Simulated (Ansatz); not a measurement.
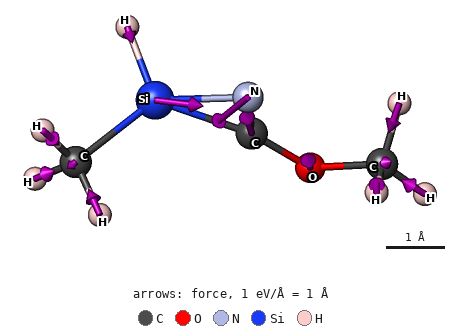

Starting geometry of C₃H₇NOSi with the computed forces as purple arrows. The picture is a ball-and-stick view, seen at a tilt.

The start comes from PBE-D4/def2-SVP.

Theory: RKS PBE0-D4/def2-TZVP (Ansatz). Settings: force threshold 0.005 eV/Å; at most 150 steps.

**What follows when this structure is relaxed?**

It isn't relaxed: the largest force vector, on the N atom, is 1.44 eV/Å. The final displacements follow the starting forces only in part (cosine between the two patterns 0.54). After 5 accepted moves (6 points after the start) the energy has fallen by 0.080 eV. Largest force component: 1.3 eV/Å at the start, 0.0036 eV/Å at the end. The line search rejected the trial step at point 5 of the run. The largest move after the best rigid fit is that of an H atom, 0.049 Å. Largest moves by element: H 0.049 Å, Si 0.034 Å, C 0.029 Å, N 0.025 Å, O 0.015 Å. Some distances before and after: N–Si 1.829 → 1.779 Å, C–Si 1.798 → 1.770 Å, C–Si 1.874 → 1.854 Å, C–H 1.109 → 1.091 Å.
